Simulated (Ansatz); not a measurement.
Consider La2O3 (space group P-3m1, No. 164; a = 3.906 Å, c = 6.040 Å).

Perturbation: every O is replaced by S, then cell and atoms are relaxed.

Calculations: PBEsol (Ansatz, a quantum-chemistry and plane-wave program, PAW, scalar-relativistic without spin-orbit coupling).

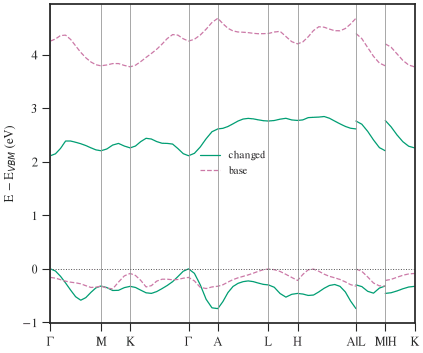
Highest valence and lowest conduction band along the path, each from its own valence-band maximum

**Question.** Read the changed gap and its character from the plot.

**Answer.** About 2.11 eV, direct at Γ.

Stability against distortions was not tested. As relaxed here, La2S3 is a hypothetical phase, not in the database extracts checked.
